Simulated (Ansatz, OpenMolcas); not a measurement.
**How methods differ on InN2H5 (SMILES [NH2][InH][NH2])**

InN2H5 has 8 atoms, charge 0, and is taken as a singlet. SMILES: `[NH2][InH][NH2]`. The shape is that of a PBE0-D4/def2-TZVP optimisation.

Each level gives the vertical energy of the triplet above the singlet (eV). The values are calculated.

```json
{"level": "BLYP/def2-SVP (core potential)", "kind": "GGA", "program": "Ansatz", "value (eV)": "4.13", "CPU time (all runs)": "43 s"}
{"level": "PBE/def2-SVP (core potential)", "kind": "GGA", "program": "OpenMolcas", "value (eV)": "4.13", "CPU time (all runs)": "1.9 min"}
{"level": "M06-L/def2-SVP (core potential)", "kind": "meta-GGA", "program": "OpenMolcas", "value (eV)": "4.55", "CPU time (all runs)": "3.3 min"}
{"level": "r2SCAN/def2-SVP (core potential)", "kind": "meta-GGA", "program": "Ansatz", "value (eV)": "4.19", "CPU time (all runs)": "50 s"}
{"level": "BHLYP/def2-SVP (core potential)", "kind": "global hybrid", "program": "Ansatz", "value (eV)": "4.79", "CPU time (all runs)": "70 s"}
{"level": "RPA@PBE/def2-SVP (core potential)", "kind": "RPA", "program": "Ansatz", "value (eV)": "3.88", "CPU time (all runs)": "70 s"}
{"level": "BCCD(T)/def2-SVP (core potential)", "kind": "coupled cluster or CI", "program": "Ansatz", "value (eV)": "4.93", "CPU time (all runs)": "3.1 min"}
{"level": "CCSD/def2-SVP (core potential)", "kind": "coupled cluster or CI", "program": "Ansatz", "value (eV)": "4.92", "CPU time (all runs)": "1.8 min"}
```

Spin-orbit coupling is left out. The values span 3.88 to 4.93 eV. In the correlated wave-function rows the outer d shell of In is correlated, in sets not made for it. CPU times are rough (shared hosts, several kinds of processor and program).

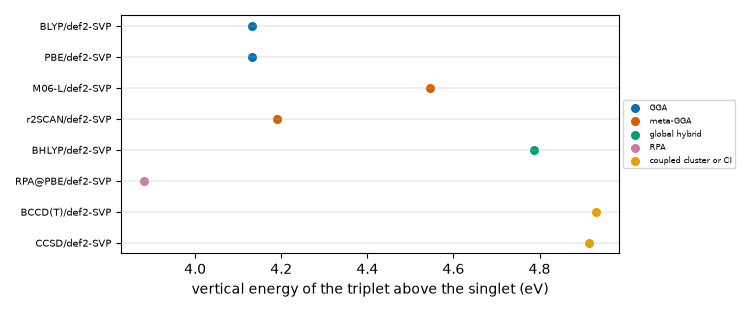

The values of the table, level by level.
